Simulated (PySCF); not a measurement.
## Electronic structure of C₆H₁₁FSi in real space

```xyz
19

C     2.5766   -0.5709   -0.0355
C     1.4458    0.4358   -0.2193
C     0.2397    0.1631    0.6930
C    -0.4439   -1.1304    0.3450
C    -1.6763   -1.1126   -0.1344
C    -2.3556    0.2122   -0.3043
F    -3.6075    0.1952    0.3106
Si   -1.1504    1.4715    0.5148
H     2.2676   -1.5668   -0.3427
H     2.8868   -0.6104    1.0071
H     3.4371   -0.2841   -0.6364
H     1.8251    1.4366   -0.0003
H     1.1173    0.4266   -1.2611
H     0.6190    0.0913    1.7180
H     0.0965   -2.0550    0.4868
H    -2.2287   -2.0040   -0.3920
H    -2.5725    0.4035   -1.3630
H    -0.8062    2.5635   -0.3969
H    -1.6801    1.9442    1.7907
```

Geometry: GFN2-xTB.

Method: PBE0/pcSseg-1, SCF density, gas phase, non-relativistic in PySCF 2.14.0.

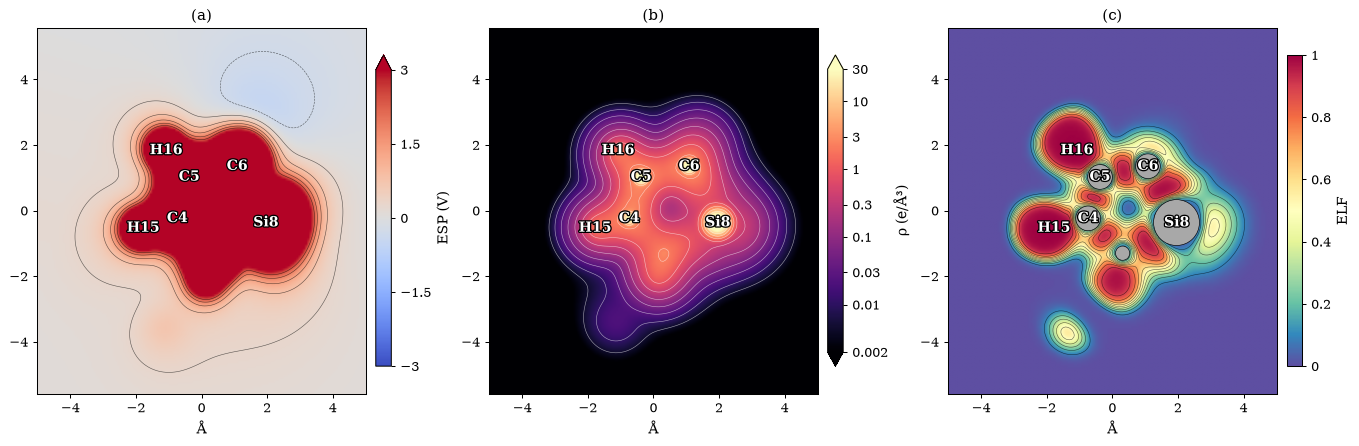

Figure 1. (a) electrostatic potential; (b) total electron density; (c) ELF on the plane of atoms C5, C6 and Si8. Grey discs cover the atomic cores in the ELF map.

**Describe what can be read from this map.**

- The section cuts through C, Si and H sites.
- C–C (1.32 Å): the density is about 2.3 e/Å³ at the midpoint; the ELF peaks at about 0.95 between the atoms: a short, multiple covalent bond.
- C–Si (1.93 Å): ρ is about 0.92 e/Å³ halfway; the ELF peaks at about 1 between the atoms: a covalent bond.
- C–H (1.08 Å): ρ at the midpoint is about 2 e/Å³; the ELF climbs to about 1 towards the hydrogen, as it does in any bond to H; a covalent bond by its length.
- C–C (1.50 Å): the density is about 1.8 e/Å³ at the midpoint; the ELF peaks at about 0.95 between the atoms, as expected for a covalent bond.
- Outside the dense part of the molecule the potential is most negative (−0.5 V) near F7, which lies off the plane.

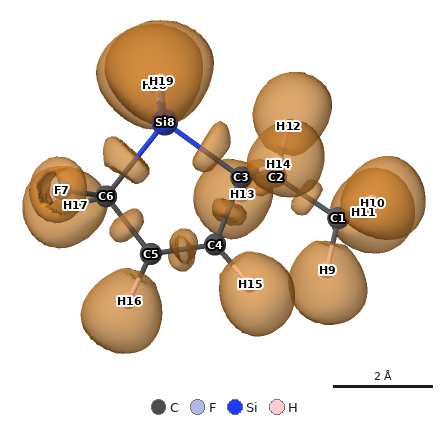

Figure 2. Isosurface of the electron localisation function at 0.85 (orange), seen at a tilt. Only the valence region is drawn (cores and ρ < 0.01 e/Å³ removed).

**Identify the bonds, lone pairs and shells in this picture.**

At this value the surface marks out five regions between bonded C–C atoms (shared pairs), two regions between bonded C–Si atoms (shared pairs), eleven regions around hydrogen nuclei and one region wrapped around F (its lone pairs, merged into a ring or cap).


 C–F (1.39 Å): the ELF peaks at about 0.85 between the atoms, as expected for a shared but strongly polarised pair.

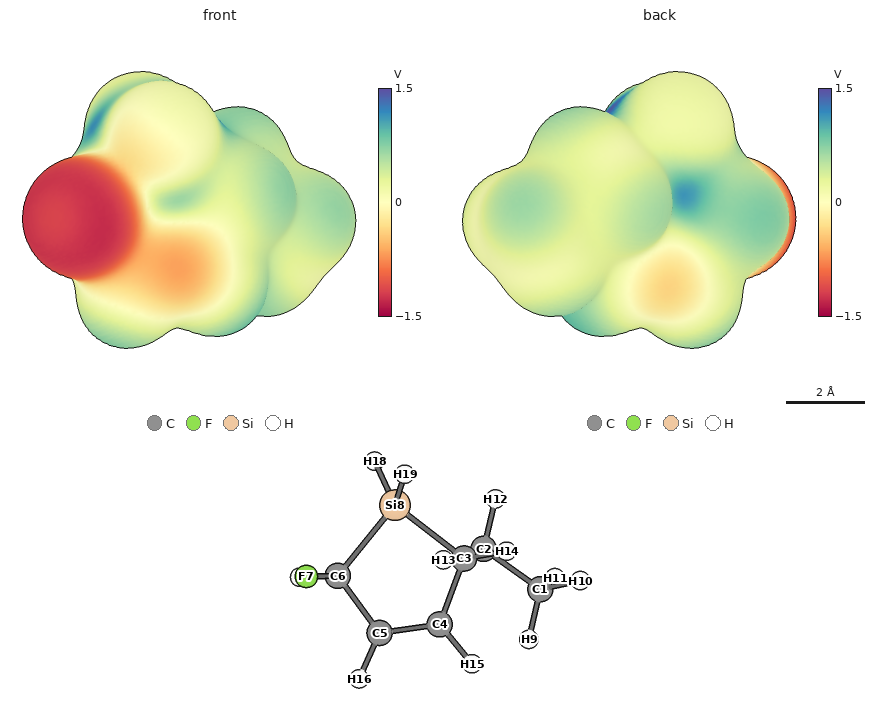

Figure 3. The molecular electrostatic potential painted on the density surface at 0.002 e/bohr³, seen from the front and from behind; red is negative and blue positive. The bare structure is drawn below in the same view.

**Which sites attract a positive test charge, and which a negative one?**

A positive charge is drawn to the negative regions and a negative charge to the positive ones. The most negative region (about −1.3 V, or −30 kcal/mol for a unit charge) lies over F7, the most positive (about +1.3 V, or +30 kcal/mol for a unit charge) over Si8.

**What dipole moment does the calculation give?**

Its dipole moment is 2.38 D.
